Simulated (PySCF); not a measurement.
# GeS₂: one geometry, several methods

Aim: at the PBE0 minimum of singlet GeS₂, found before, compare methods on energies and levels.

Program: PySCF 2.14.0. Level of theory: several methods, basis Ge def2-TZVP, S def2-TZVP, no relativity, density fitting. These are calculated values, not measurements.

### Step 1. The starting structure

3 atoms, charge 0, spin multiplicity 1.

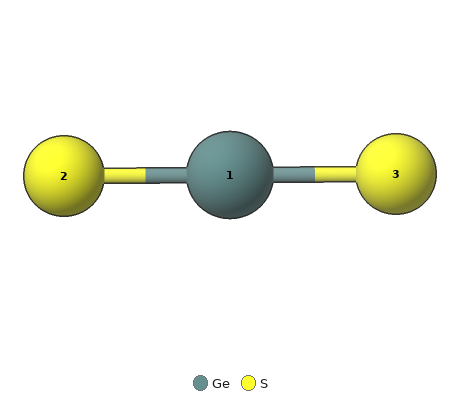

The starting geometry (germanium teal, sulfur yellow); atoms are numbered from 1 in the order of the file.

```xyz
3
charge 0 multiplicity 1
Ge    0.0000    0.0000    0.0000
S     0.0000    0.0000    1.9955
S     0.0000    0.0000   -1.9955
```

### Step 2. PBE0

The steps are one call of a driver around PySCF; scf.py gives each level's set-up. Each SCF starts from the density of the minimum. The driver also runs the species with one electron less or more at the same geometry (one less: multiplicity 2, one more: multiplicity 2); their logs are not shown.

File scf.py:

```python
from pyscf import gto, scf, dft
mol = gto.M(atom='''
Ge     0.000000     0.000000     0.000000
S     -0.000000     0.000000     1.995467
S      0.000000    -0.000000    -1.995467''',
    basis={'Ge': 'def2-TZVP', 'S': 'def2-TZVP'},
    charge=0, spin=0)
mf = dft.RKS(mol, xc='PBE0')
mf.grids.atom_grid = (75, 302)
aux = {'Ge': 'def2-universal-JKFIT', 'S': 'def2-universal-JKFIT'}
mf = mf.density_fit(auxbasis=aux)
mf.kernel()
```

The log of the run:

```text
init E= -2872.91770133815
  HOMO = -0.290877638398629  LUMO = -0.0838672890366003  gap/eV = 5.63304
cycle= 1 E= -2872.91770133816  delta_E= -6.37e-12  |g|= 1.3e-07  |ddm|= 1.67e-07
  HOMO = -0.290877635416872  LUMO = -0.0838672729398061  gap/eV = 5.63304
Extra cycle  E= -2872.91770133815  delta_E= 8.19e-12  |g|= 2.5e-07  |ddm|= 3.01e-07
converged SCF energy = -2872.91770133815
```

This level, with the species of one electron less or more, took 7 s on 2 threads, shared host.

| Property | Result |
| --- | --- |
| energy | -2872.917701 Eh |
| one electron less (charge +1) | -2872.552935 Eh (doublet, ⟨S²⟩ 0.80) |
| one electron more (charge -1) | -2872.931785 Eh (doublet, ⟨S²⟩ 0.76) |
| Mulliken charge of Ge1 | +0.56 e |

### Step 3. HF

Edit scf.py of step 2 so:

```diff
@@ -8,2 +8 @@
-mf = dft.RKS(mol, xc='PBE0')
-mf.grids.atom_grid = (75, 302)
+mf = scf.RHF(mol)
```

The log of the run, cut to the lines that bear on the results:

```text
[... the frontier levels of the middle cycles are left out ...]
init E= -2870.46461256182
  HOMO = -0.371615963215377  LUMO = 0.0454013513660121  gap/eV = 11.34762
cycle= 1 E= -2870.49154634027  delta_E= -0.0269  |g|= 0.121  |ddm|= 0.305
  HOMO = -0.381021000829558  LUMO = 0.0348567293499299  gap/eV = 11.31661
cycle= 2 E= -2870.49310153935  delta_E= -0.00156  |g|= 0.054  |ddm|= 0.103
  HOMO = -0.381268565671509  LUMO = 0.0363394140434148  gap/eV = 11.36369
cycle= 3 E= -2870.49337837962  delta_E= -0.000277  |g|= 0.012  |ddm|= 0.0293
cycle= 4 E= -2870.49341389718  delta_E= -3.55e-05  |g|= 0.00237  |ddm|= 0.0173
cycle= 5 E= -2870.49341553638  delta_E= -1.64e-06  |g|= 0.000865  |ddm|= 0.0033
cycle= 6 E= -2870.49341581427  delta_E= -2.78e-07  |g|= 0.00015  |ddm|= 0.00119
cycle= 7 E= -2870.49341581918  delta_E= -4.9e-09  |g|= 2.83e-05  |ddm|= 0.000185
  HOMO = -0.3815598317507  LUMO = 0.0366684736653015  gap/eV = 11.38057
Extra cycle  E= -2870.49341581936  delta_E= -1.82e-10  |g|= 1.06e-05  |ddm|= 3.71e-05
converged SCF energy = -2870.49341581936
```

This level, with the species of one electron less or more, took 7.1 s.

- energy: -2870.493416 Eh
- one electron less (charge +1): -2870.162185 Eh (doublet, ⟨S²⟩ 1.08)
- one electron more (charge -1): -2870.474746 Eh (doublet, ⟨S²⟩ 0.78)
- Mulliken charge of Ge1: +0.74 e

### Step 4. PBE

Edit scf.py of step 3 so:

```diff
@@ -8 +8,2 @@
-mf = scf.RHF(mol)
+mf = dft.RKS(mol, xc='PBE')
+mf.grids.atom_grid = (75, 302)
```

The log of the run, cut to the lines that bear on the results:

```text
[... the frontier levels of the middle cycles are left out ...]
init E= -2872.80739091153
  HOMO = -0.248807256829161  LUMO = -0.11696027445555  gap/eV = 3.58774
cycle= 1 E= -2872.81006717102  delta_E= -0.00268  |g|= 0.0979  |ddm|= 0.186
  HOMO = -0.253811347455071  LUMO = -0.115792042490422  gap/eV = 3.75570
cycle= 2 E= -2872.80527238962  delta_E= 0.00479  |g|= 0.146  |ddm|= 0.182
  HOMO = -0.248682875105449  LUMO = -0.116629572458322  gap/eV = 3.59335
cycle= 3 E= -2872.81007156226  delta_E= -0.0048  |g|= 0.0769  |ddm|= 0.177
cycle= 4 E= -2872.81143603856  delta_E= -0.00136  |g|= 0.00297  |ddm|= 0.0592
cycle= 5 E= -2872.81143834544  delta_E= -2.31e-06  |g|= 0.000683  |ddm|= 0.00416
cycle= 6 E= -2872.81143847031  delta_E= -1.25e-07  |g|= 0.000136  |ddm|= 0.000627
cycle= 7 E= -2872.811438476  delta_E= -5.69e-09  |g|= 1.7e-05  |ddm|= 0.00014
  HOMO = -0.250007393740109  LUMO = -0.116176102386719  gap/eV = 3.64173
Extra cycle  E= -2872.81143847554  delta_E= 4.64e-10  |g|= 4.37e-05  |ddm|= 5.52e-05
converged SCF energy = -2872.81143847554
```

This level, with the species of one electron less or more, took 28 s.

- energy: -2872.811438 Eh
- one electron less (charge +1): -2872.453125 Eh (doublet, ⟨S²⟩ 0.76)
- one electron more (charge -1): -2872.825511 Eh (doublet, ⟨S²⟩ 0.75)
- Mulliken charge of Ge1: +0.50 e

### Step 5. All levels side by side

| level | atomisation energy (kJ/mol) | vertical ionisation energy (eV) | vertical electron affinity (eV) | −ε(HOMO) (eV) | gap (eV) | wall time |
| --- | --- | --- | --- | --- | --- | --- |
| PBE0 | 827 | 9.93 | 0.38 | 7.92 | 5.63 | 7 s |
| HF | 442 | 9.01 | -0.51 | 10.38 | 11.38 | 7.1 s |
| PBE | 874 | 9.75 | 0.38 | 6.80 | 3.64 | 28 s |

Times are for 2 threads, shared host; PBE0 starts from its own converged density, so its time is not comparable. A dash stands where a species or a free atom was not run at that level, or the quantity is not defined.

Atomisation goes to high-spin atoms in their ground configurations, run at the same level, without zero-point energy.

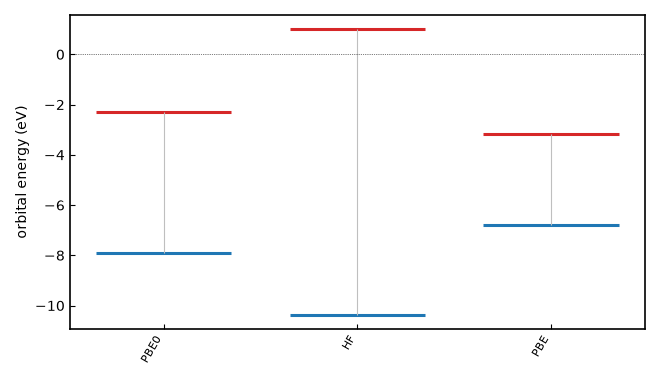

Highest occupied (blue) and lowest empty (red) levels by method.

### Step 6. What came out

| quantity | value |
| --- | --- |
| atomisation energy, range | 442 (HF) to 874 (PBE) kJ/mol |
| vertical ionisation energy, range | 9.01 (HF) to 9.93 (PBE0) eV |
| vertical electron affinity, range | -0.51 (HF) to 0.38 (PBE0) eV |
| orbital gap, range | 3.64 (PBE) to 11.38 (HF) eV |

**Reading.** The atomisation energy spreads over 432 kJ/mol, from HF to PBE; without a CCSD(T) value for it there is no yardstick here. Spin contamination is strong in at least one of the open-shell species at HF. Without diffuse functions electron affinities tend to come out too low.
